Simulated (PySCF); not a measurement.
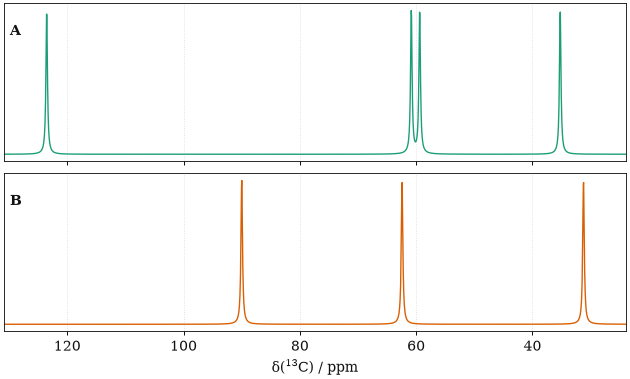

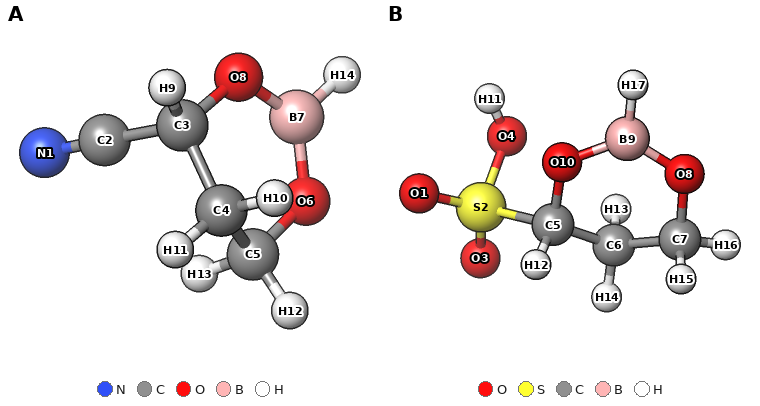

Related molecules: A is C₄H₆BNO₂, SMILES N#C[C@H]1CCOBO1; B is C₃H₇BO₅S, SMILES O=S(=O)(O)[C@H]1CCOBO1. GIAO ¹³C shifts against TMS, PBE0/pcSseg-1 with PySCF 2.14.0, at a GFN2-xTB geometry (no frequency check); fully decoupled, line heights follow the number of nuclei within a panel, widths are arbitrary (no quadrupolar broadening); values of one conformer, averaged over methyl-type rotors and exact or near symmetry; other conformers aren't averaged in.

Assign the ¹³C signals of each molecule.

Answer. A: 123.5 (C2); 60.8 (C5); 59.4 (C3); 35.2 (C4)
B: 90.0 (C5); 62.4 (C7); 31.2 (C6)

The order of signals that lie close, as those under 2 ppm apart, is within the error of the method.

Caveats, for all or some of the runs: the tight-binding geometry is rougher than a DFT one and adds to the error.
